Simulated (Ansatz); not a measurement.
One crystal and one scan (scan of one atom of the cell) at two levels, PBE (plane waves to 420 eV, PAW, scalar-relativistic; Ansatz, a program for electronic structure) and r2SCAN (plane waves to 500 eV, PAW, scalar-relativistic; Ansatz), each from its own relaxed cell and on its own mesh. The cell shown is that of PBE.

AlNi3 (Cu3Au type)

```xyz
4
Lattice="3.5668 0.0000 0.0000 0.0000 3.5668 0.0000 0.0000 0.0000 3.5668" Properties=species:S:1:pos:R:3 pbc="T T T"
Ni     0.0000     1.7834     1.7834
Ni     1.7834     1.7834     0.0000
Ni     1.7834     0.0000     1.7834
Al     0.0000     0.0000     0.0000
```

Scan: atom 1 (Ni, nearest neighbour Ni at 2.522 Å; its periodic images, 3.6 Å or more away, move with it) is displaced towards the nearest neighbour, direction (-0.707, -0.707, 0.000) in Cartesian axes, by s. The other atoms stay.

The energy includes the smearing's −TS. AlNi3 was relaxed with its symmetry unable to fall. Relaxed AlNi3 ends ferromagnetic. The magnetic order is the one the run started from; other orders were not tried. (PBE) Relaxed AlNi3 ends ferromagnetic. (r2SCAN) Relaxed AlNi3 ends ferromagnetic. With partly filled bands, energies and forces of such displacements shift with the k mesh and the smearing. Percentages come from the unrounded values. Both scans cover s from -0.500 to 0.500 Å.

| quantity | PBE | r2SCAN | PBE − r2SCAN |
|---|---|---|---|
| Lattice constant a (Å) | 3.567 | 3.526 | +0.041 (+1.2 %) |
| Magnetic moment of the relaxed cell (μB/cell) | 0.72 | 0.89 | -0.17 (-19 %) |
| Energy at s = 0.500 Å (meV/cell) | 1303 | 1476 | -173 (-12 %) |
| Force along the line at s = -0.500 Å (eV/Å) | 6.232 | 6.929 | -0.697 (-10 %) |
| Force constant k = d²E/ds² at s = 0 (finite differences) (eV/Å²) | 8.50 | 9.84 | -1.34 (-14 %) |

PBE gives the higher value for: lattice constant a. PBE gives the lower value for: magnetic moment of the relaxed cell; energy at s = 0.500 Å; force along the line at s = -0.500 Å; force constant k = d²E/ds² at s = 0. Both give the same symmetry of the curve: even: the same for both signs.

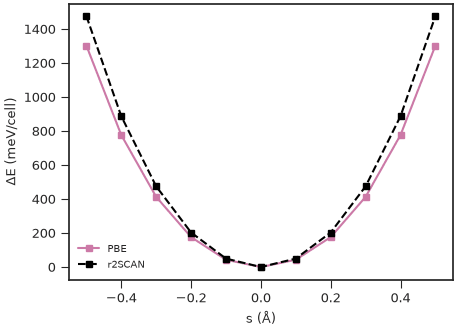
Figure: ΔE, each from the undisplaced structure of its own level.

(For displaced atoms, the force is minus the slope of the energy, and its curvature is a force constant, which sets phonon frequencies.)
